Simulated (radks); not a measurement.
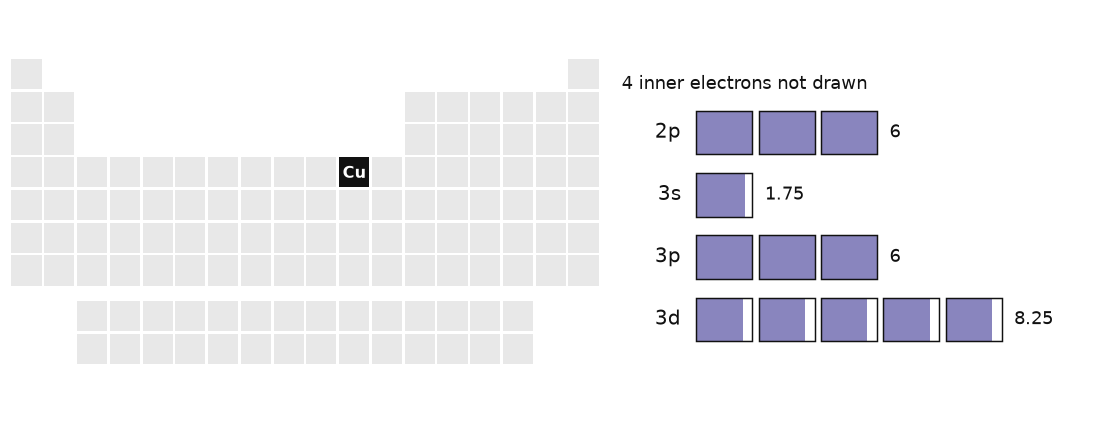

Figure 1. Left, the place of copper in the periodic table; right, the outer shells as the input fills them: a box for each of the 2l + 1 orbitals, shaded by the share of the shell that is filled, with the electron count at the right.

## Cu³⁺: atomic calculation

System: the Cu³⁺ ion in the configuration [Ne] 3s1.75 3p6 3d8.25 (open shells shared over both j by 2j + 1).
Method: Dirac Kohn-Sham, BLYP, spin-unpolarised, spherical densities, finite nucleus (the in-house radial solver radks).

### The program's output
```
1s1/2   1   2.0000        -327.05366681
2s1/2   1   2.0000         -40.79704022
2p1/2   1   2.0000         -35.96643180
2p3/2   1   4.0000         -35.21240290
3s1/2   1   1.7500          -5.90827819
3p1/2   1   2.0000          -4.40185518
3p3/2   1   4.0000          -4.30379961
3d3/2   1   3.3000          -1.81429960
3d5/2   1   4.9500          -1.80214947
Etot -1651.705210317876
Ekin 1680.466624445836
Encl -3937.2146924692443
Eh 671.5907043784559
Exc -66.54784667292355
err 3.2845658455327895e-09
it 17
```

### Orbitals

| orbital | occupation | energy (eV) | ⟨r⟩ (bohr) | outer maximum (bohr) |
| --- | --- | --- | --- | --- |
| 1s | 2 | −8899.6 | 0.05213 | 0.0341 |
| 2s | 2 | −1110.1 | 0.2350 | 0.197 |
| 2p1/2 | 2 | −978.696 | 0.2041 | 0.156 |
| 2p3/2 | 4 | −958.178 | 0.2074 | 0.159 |
| 3s | 1.75 | −160.772 | 0.7049 | 0.611 |
| 3p1/2 | 2 | −119.781 | 0.7293 | 0.611 |
| 3p3/2 | 4 | −117.112 | 0.7392 | 0.619 |
| 3d3/2 | 3.3 | −49.370 | 0.8535 | 0.584 |
| 3d5/2 | 4.95 | −49.039 | 0.8581 | 0.587 |

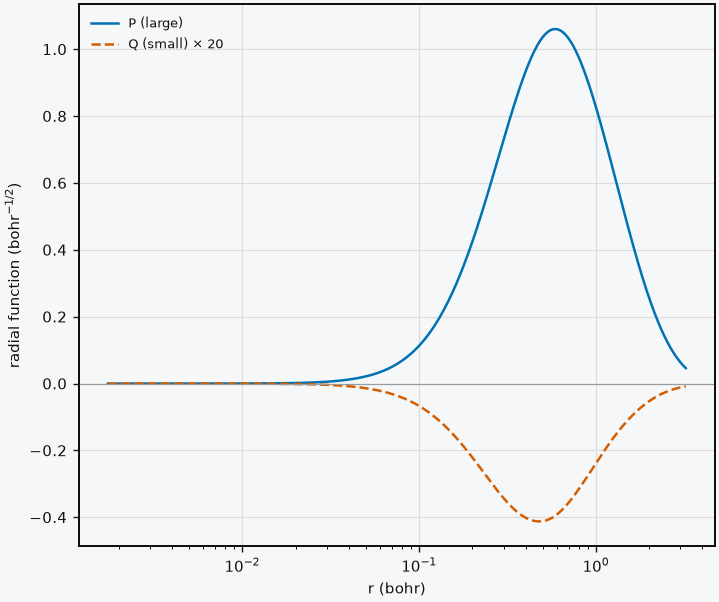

Figure 2. The large and small radial components of one occupied spinor. It is 3d5/2. The spinor has κ = −3: the large component has l = 2 and 0 radial nodes, the small one has l = 3. The small component carries 0.029 % of the norm; ⟨r⟩ = 0.858 bohr and the eigenvalue is −49.0 eV. The nodes of P give n − l − 1 and its extent picks the shell; Q has as many nodes as P for κ < 0 and one more for κ > 0.

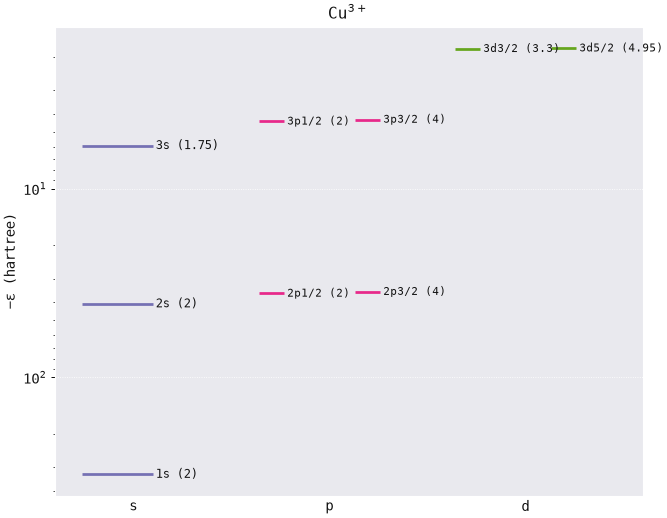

Figure 3. All occupied levels, on a logarithmic scale of binding energy, are drawn by angular momentum (occupations in brackets, the lower j at the left of each column). The highest occupied level is 3d5/2 at −1.80 hartree. The highest 4 occupied levels, from the top down, are 3d5/2 (−1.80 hartree), 3d3/2 (−1.81 hartree), 3p3/2 (−4.30 hartree), 3p1/2 (−4.40 hartree). Spin-orbit splittings: 3d 0.0122 hartree, 3p 0.0981 hartree, 2p 0.754 hartree. The open 3s shell lies under a filled one.

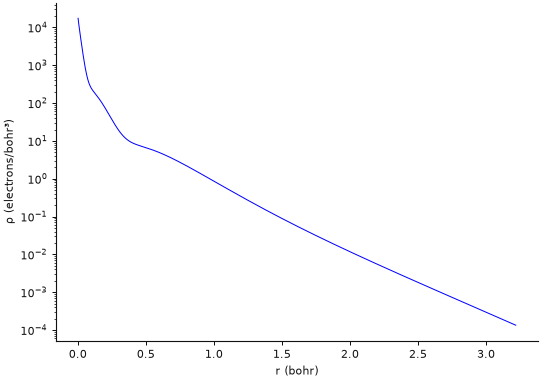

Figure 4. The electron density ρ(r) on a logarithmic scale. The density falls from 17000 electrons/bohr³ at the inner end (r = 0.0017 bohr) to 0.001 at r = 2.66 bohr, a common measure of the size of an atom or ion. The steps in the slope mark the shells; the radial density has its minima at 0.079 and 0.38 bohr.

### The input
```
Z 29
configuration [Ne] 3s1.75 3p6 3d8.25
relativity Dirac
functional b88,lyp
spin unpolarised
j_filling average
nucleus finite rms 3.8823 fm
c 137.035999084
```

Energies in input and log are in hartree, lengths in bohr (the nuclear radius in fm).

The run was one of a batch that the task file lists, launched with:
```bash
python <driver script> task.json out
```

### Results in brief

```tsv
quantity	value
outcome	converged
total energy	−1651.7052 hartree
kinetic energy	1680.4666 hartree
electron–nucleus energy	−3937.2147 hartree
Hartree energy	671.590704 hartree
exchange–correlation energy	−66.547847 hartree
radius at density 0.001 e/bohr³	2.66 bohr
SCF iterations	17
hardware	1 CPU thread, shared host
```
